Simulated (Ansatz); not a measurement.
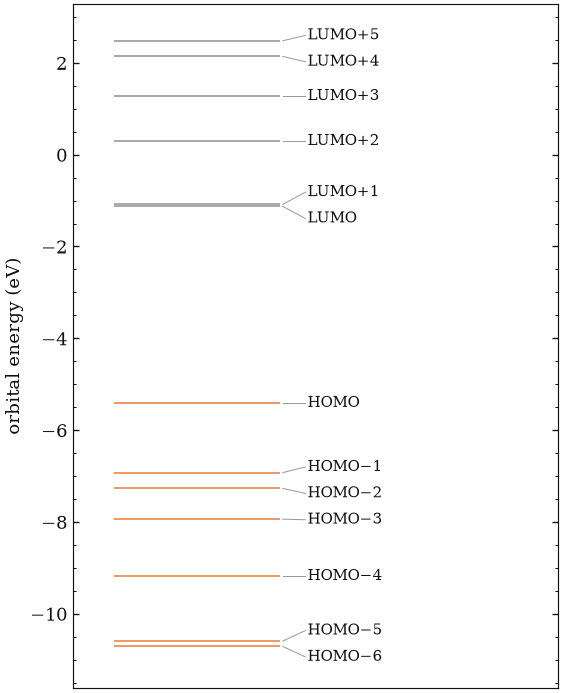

CH₆InNO, SMILES C[NH][InH][OH], singlet. Kohn-Sham orbital energies near the frontier, r2SCAN/def2-TZVPP, the Ansatz code 0.2.0, at a PBE0-D4/def2-TZVP geometry (no frequency check), isolated molecule; empty levels in grey, levels within 0.03 eV side by side.

Where do the frontier orbitals lie?

Answer. HOMO at −5.41 eV, LUMO at −1.13 eV, 4.28 eV apart.

How far below the HOMO does the next level lie?

Answer. 1.51 eV.

List the levels.

Answer.
```csv
orbital,energy (eV)
LUMO+5,2.48
LUMO+4,2.14
LUMO+3,1.28
LUMO+2,0.30
LUMO+1,−1.08
LUMO,−1.13
HOMO,−5.41
HOMO−1,−6.92
HOMO−2,−7.27
HOMO−3,−7.94
HOMO−4,−9.18
HOMO−5,−10.60
HOMO−6,−10.71
```

Caveats: core potentials past krypton; spin-orbit coupling is left out, and with In it can shift these levels and split any degenerate set; one conformer of a flexible molecule; empty levels above zero depend strongly on the basis.
